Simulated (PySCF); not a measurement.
NMR shielding calculation of C₇H₉O₂P

The run: NMR shielding calculation of C₇H₉O₂P. Method and program: GIAO PBE0/pcSseg-1 NMR shielding, non-relativistic, gas phase (PySCF 2.14.0).

The geometry comes from this level: PBE0-D3(BJ)/def2-SVP. Figures and captions count atoms from 1; the log counts them from 0 in places.

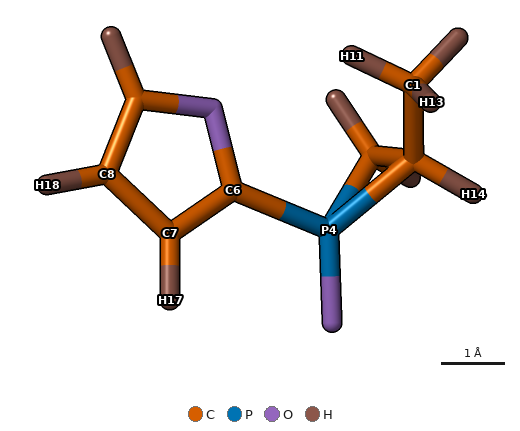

Fig. 1: The structure (stick view, seen at a tilt; atoms are numbered from 1 in the order of the input).

**Results in brief**

- outcome: converged
- total energy: −763.246200 hartree
- HOMO: −6.79 eV
- LUMO: −0.72 eV
- dipole moment: 4.07 D
- isotropic shielding, C: 32.3 to 170.7 ppm
- isotropic shielding, P: 390.4 ppm
- isotropic shielding, O: 29.8 to 310.9 ppm
- isotropic shielding, H: 23.6 to 30.3 ppm
- hardware: 1 CPU thread, shared host
- wall time: 52 s
- peak memory: 1 GiB

**Input**
```
{"job": {"kind": "nmr", "xc": "PBE0", "basis": "pcSseg-1"}, "charge": 0, "multiplicity": 1}
C     -2.039406     1.188445    -0.118808
C     -1.987319    -0.284390     0.189435
C     -1.340034    -0.798944     1.512652
P     -0.564792    -1.364248     0.002675
O     -0.541142    -2.736175    -0.585404
C      0.942802    -0.443460    -0.269529
C      1.992400    -0.769922    -1.082699
C      2.957896     0.267900    -0.913567
C      2.419929     1.137069    -0.010718
O      1.202589     0.715089     0.385916
H     -1.073131     1.675078     0.075310
H     -2.797910     1.687063     0.506779
H     -2.301245     1.361760    -1.173202
H     -2.910601    -0.831292    -0.047078
H     -0.794414    -0.058144     2.109030
H     -1.924451    -1.508396     2.107552
H      2.050329    -1.655197    -1.711726
H      3.928651     0.354985    -1.396232
H      2.771820     2.065280     0.432286
```

The first line tells a small driver script what to run in PySCF; the rest is the geometry in Å.

Run as:
```bash
OMP_NUM_THREADS=1 python <driver script> task.json out
```

**Output**
```
coarse grid: 16984 points
cycle   1  E = -762.9794981368  dE =  2.018e+00  |g| = 9.593e-01  |ddm| = 4.239e+00
cycle   2  E = -762.2719802344  dE =  7.075e-01  |g| = 2.069e+00  |ddm| = 4.157e+00
cycle   3  E = -763.1427137068  dE = -8.707e-01  |g| = 3.027e-01  |ddm| = 3.517e+00
cycle   4  E = -763.1612877485  dE = -1.857e-02  |g| = 1.229e-01  |ddm| = 3.971e-01
cycle   5  E = -763.1640420063  dE = -2.754e-03  |g| = 4.232e-02  |ddm| = 1.079e-01
cycle   6  E = -763.1643859146  dE = -3.439e-04  |g| = 1.245e-02  |ddm| = 3.623e-02
cycle   7  E = -763.1644176982  dE = -3.178e-05  |g| = 4.254e-03  |ddm| = 1.469e-02
cycle   8  E = -763.1644221488  dE = -4.451e-06  |g| = 6.818e-04  |ddm| = 4.721e-03
final grid: 161152 points
cycle   9  E = -763.2461541484  dE = -2.621e-05  |g| = 1.496e-02  |ddm| = 4.089e-02
cycle  10  E = -763.2460677500  dE =  8.640e-05  |g| = 2.575e-02  |ddm| = 3.599e-02
cycle  11  E = -763.2461983834  dE = -1.306e-04  |g| = 3.197e-03  |ddm| = 2.578e-02
cycle  12  E = -763.2462003810  dE = -1.998e-06  |g| = 4.093e-04  |ddm| = 3.167e-03
cycle  13  E = -763.2462003984  dE = -1.739e-08  |g| = 2.764e-04  |ddm| = 5.415e-04
cycle  14  E = -763.2462004137  dE = -1.526e-08  |g| = 5.876e-05  |ddm| = 3.094e-04
cycle  15  E = -763.2462004145  dE = -7.999e-10  |g| = 2.063e-05  |ddm| = 7.398e-05
```

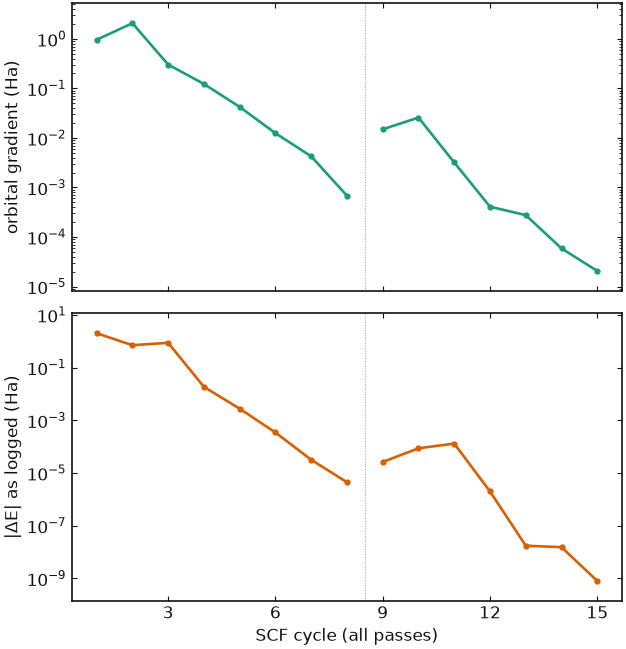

Fig. 2: Convergence of the self-consistent field: orbital gradient and size of the energy change against the SCF cycle. The dotted line marks the change from a coarse to the final integration grid. The first 8 cycles use a coarse grid, the final grid takes over at cycle 9, and the field converges after 15 cycles in all.

```
converged SCF energy = -763.2462004145

GIAO shielding tensors (ppm)
atom      isotropic    diamagn.    paramagn.     s11        s22        s33       span
  0 C      170.653     246.426     -75.773    158.528    165.845    187.587     29.059
  1 C      163.232     262.461     -99.229    140.033    156.847    192.817     52.783
  2 C      165.732     262.596     -96.864    149.552    157.783    189.861     40.309
  3 P      390.429     964.335    -573.906    245.586    257.340    668.362    422.776
  4 O      310.903     396.167     -85.264    209.651    254.038    469.022    259.371
  5 C       36.905     261.072    -224.167    -31.948     45.007     97.656    129.604
  6 C       50.704     253.525    -202.821    -54.111     44.322    161.901    216.012
  7 C       66.383     259.840    -193.456    -18.596     58.703    159.042    177.638
  8 C       32.305     250.137    -217.832    -48.521     40.378    105.057    153.579
  9 O       29.767     398.338    -368.571   -116.278    -38.656    244.235    360.514
 10 H       30.258      31.228      -0.970     23.669     31.454     35.650     11.981
 11 H       29.954      27.892       2.061     25.243     27.159     37.459     12.216
 12 H       30.024      29.409       0.616     25.608     27.055     37.410     11.803
 13 H       29.281      31.365      -2.084     23.736     28.047     36.059     12.323
 14 H       30.177      33.282      -3.105     25.039     29.212     36.280     11.241
 15 H       29.211      30.304      -1.092     24.596     26.393     36.645     12.049
 16 H       23.605      32.129      -8.524     20.870     22.556     27.389      6.519
 17 H       24.561      29.999      -5.438     22.399     24.989     26.295      3.896
 18 H       23.648      29.125      -5.477     20.470     24.328     26.145      5.675
```

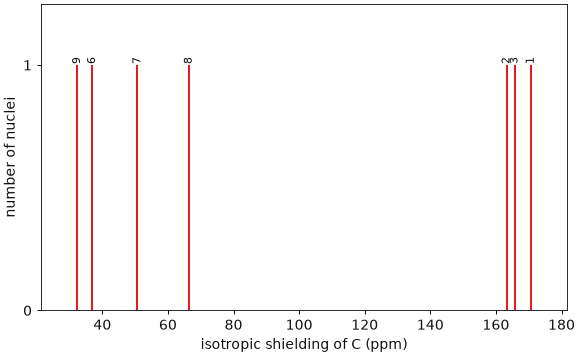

Fig. 3: Isotropic shieldings of the carbon nuclei in this fixed geometry, labelled by atom number; shielding grows to the right, so chemical shift grows to the left. The least shielded is C9 (32.3 ppm), the most shielded C1 (170.7 ppm).

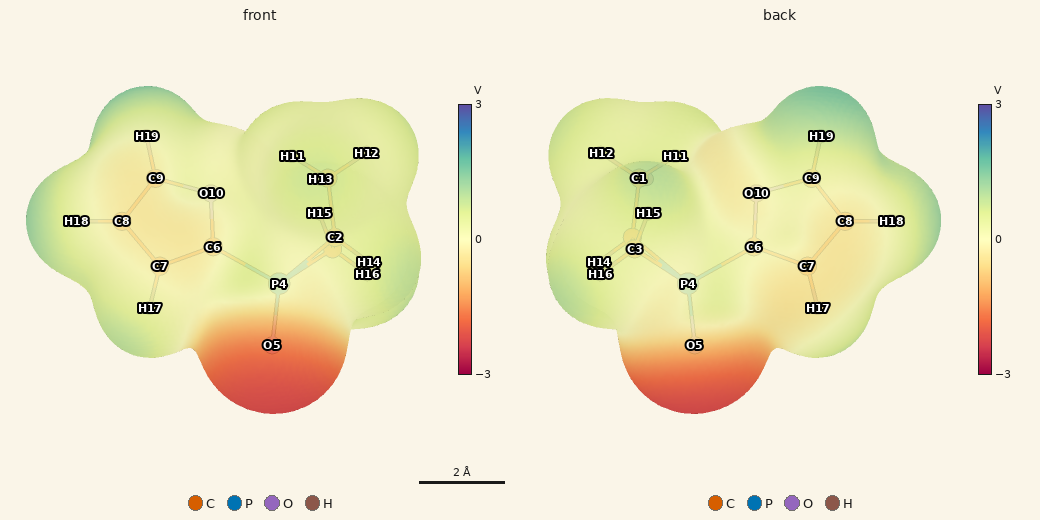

Fig. 4: The electrostatic potential painted on the density surface at 0.002 e/bohr³, seen face on and from behind; the colour scale runs from red (negative) to blue (positive). Its dipole moment is 4.07 D.

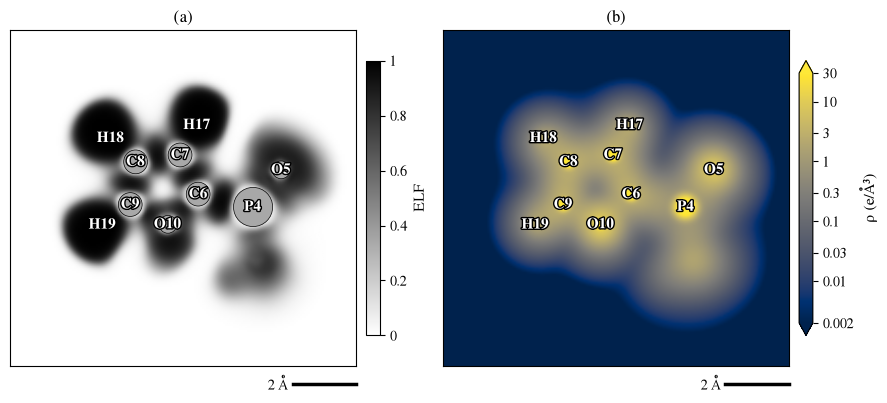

Fig. 5: (a) electron localisation function; (b) total electron density on the plane of atoms P4, C6 and C7. Grey discs, where drawn, cover atomic cores. P–O (1.49 Å): ρ is about 1.8 e/Å³ halfway; the ELF peaks at about 0.80 between the atoms, which marks a polar covalent bond.

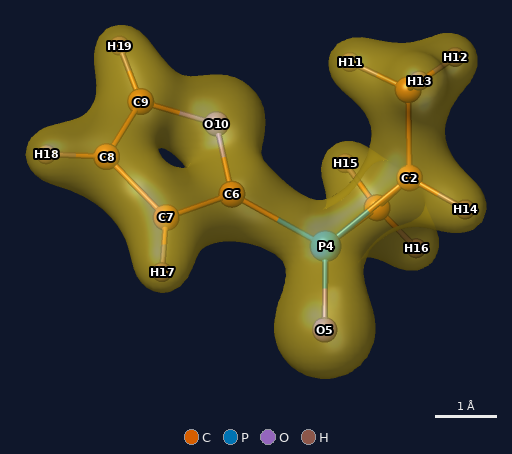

Fig. 6: Isosurface of the electron density at 0.6 e/Å³ (yellow), seen at a tilt. At this value the surface is in one piece. On the grid the lowest density along these lines, outside the cores, is 2 e/Å³ (C–O, 1.35 Å), 2.2 e/Å³ (C–C, 1.36 Å), 1.6 e/Å³ (P–O, 1.49 Å) and 1.1 e/Å³ (C–P, 1.79 Å).
